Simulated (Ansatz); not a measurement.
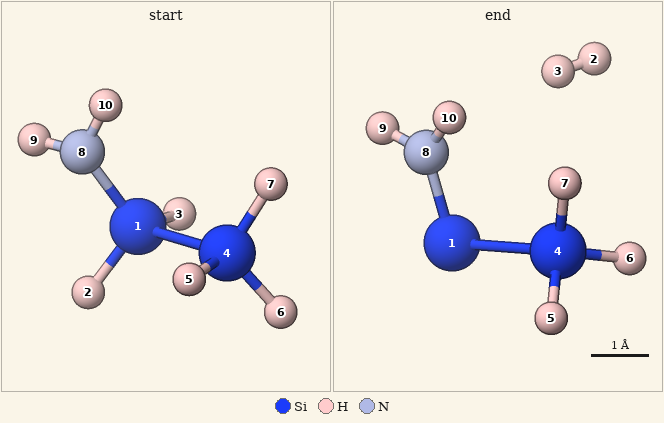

The two relaxed end points of a path for Si2NH7. Style: ball-and-stick. Shown from a free direction.

These are results of RHF/def2-SVP in Ansatz, not measurements.

Set-up: 7 movable images; climbing image; force threshold 0.05 eV/Å; iteration limit 60.

Start:
```xyz
10

Si   -0.0161   -0.0888    0.2278
H    -0.3645   -0.2042    1.6654
H     1.4672    0.0501    0.1641
Si   -0.9825    1.8616   -0.7042
H    -2.4453    1.8962   -0.4534
H    -0.3702    3.0805   -0.1164
H    -0.7605    1.8893   -2.1742
N    -0.6570   -1.4722   -0.5918
H    -0.5321   -2.3922   -0.2148
H    -0.6998   -1.5011   -1.5919
```

End:
```xyz
10

Si   -1.9994   -0.3357    0.2341
H     2.2926   -0.0481    1.3546
H     1.7391   -0.4174    1.0152
Si   -1.4434    1.7833   -0.8281
H    -2.6677    2.4464   -1.3535
H    -0.8295    2.7047    0.1671
H    -0.4839    1.6275   -1.9596
N    -0.8883   -1.3130   -0.6237
H    -0.8225   -2.2982   -0.4446
H    -0.2578   -1.0304   -1.3509
```

### Predict the minimum-energy path and its barrier.

The energy climbs by 72.6 kcal/mol to image 3 and then falls by 28.2 kcal/mol, so the end point sits at +44.4 kcal/mol. Breaking: Si1–H2 (1.48 → 1.54 at the top → 4.45 Å), Si1–H3 (1.49 → 1.66 at the top → 3.82 Å). Forming: H2–H3 (2.38 → 1.08 at the top → 0.75 Å). The band converged in 47 iterations. The largest component of the band force went from 12 to 0.039 eV/Å. The climbing image converged on the top of the path. Its vibrational analysis gives one imaginary mode (1453i cm⁻¹), as a transition state must have.

Energies of the converged images:

```tsv
image	path (Å)	E (kcal/mol)
0	0.00	0.0
1	0.71	1.7
2	1.43	24.4
3	2.14	72.6
4	2.85	52.6
5	3.55	46.5
6	4.26	44.9
7	4.96	44.6
8	5.66	44.4
```

The geometry at the top of the path:

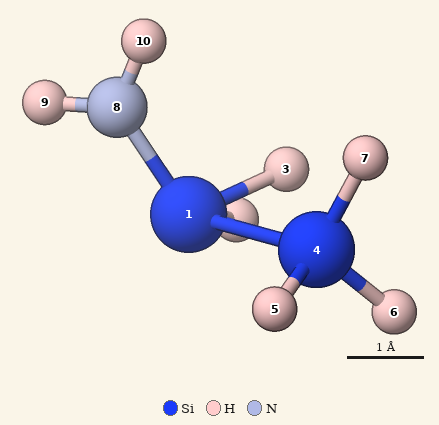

Limits of the set-up: Hartree-Fock leaves out electron correlation.

Cost: 5.7 min on 1 thread of Arm Neoverse V2, with other jobs on the host, peak memory 0.14 GiB.
